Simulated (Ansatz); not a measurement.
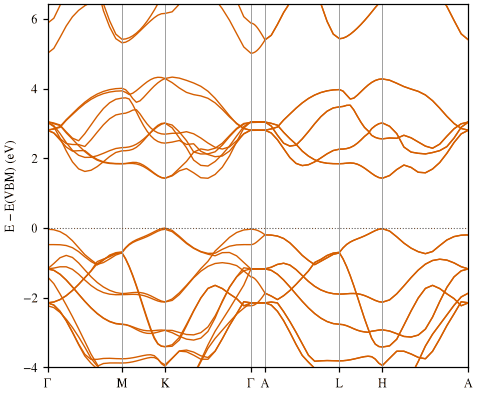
Figure. Band structure from DFT-PBE in the program Ansatz with PAW potentials

Read off the gap and where the band edges lie.

About 1.4 eV (1.42 eV by a search for the band edges); maximum at K, minimum on the K–Γ line, 47 % of the way from K.

The material is MoSe$_{2}$ in space group P6_3/mmc (No. 194; Mo on 2c, Se on 4f).

Symmetry was held in the PBE relaxation. No spin polarisation was allowed. The volume lies over 15 % above that of the usual cell of this phase: another minimum, or an error of the functional. A crystal of weakly bound layers computed without a dispersion correction: the cell and the soft elastic constants depend strongly on that. Spin–orbit coupling is left out wherever it is not named.

Potentials: the later of the program's two PAW sets.
